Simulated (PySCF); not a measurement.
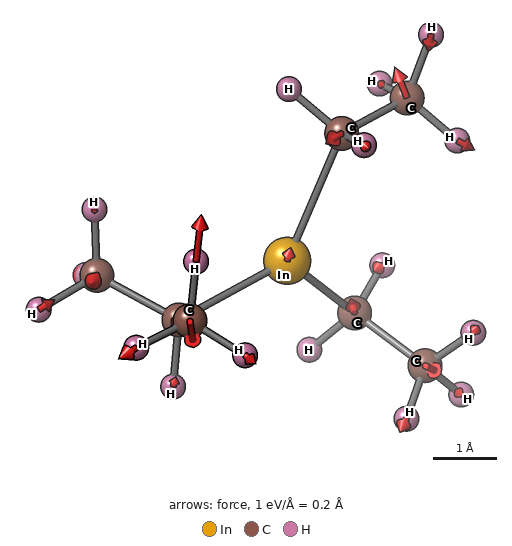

Starting geometry of C₇H₁₇In with the computed forces as red arrows. A ball-and-stick model, seen from a free direction.

The start comes from GFN2-xTB. Its atoms were then displaced at random by about 0.03 Å.

Theory: PBE0-D3(BJ)/def2-SVP geometry optimisation, gas phase (PySCF 2.14.0, density-fitted response routines). 

### Is this structure relaxed? If not, where do the atoms go?

It isn't relaxed: the largest force vector, on an H atom, is 4.19 eV/Å. The final displacements have little in common with the starting forces (cosine between the two patterns 0.21). The largest move after the best rigid fit is that of an H atom, 0.36 Å. By element the largest moves are H 0.36 Å, C 0.17 Å, In 0.08 Å. Some distances before and after: C–In 2.406 → 2.193 Å, C–H 1.006 → 1.103 Å, C–H 1.166 → 1.104 Å, C–H 1.049 → 1.107 Å. Among the angles between lasting bonds that change: In–C–H 116.3° → 107.6°, H–C–H 112.5° → 106.9°, In–C–C 109.4° → 114.8°. Over 14 geometry steps the energy falls by 24.4 kcal/mol.
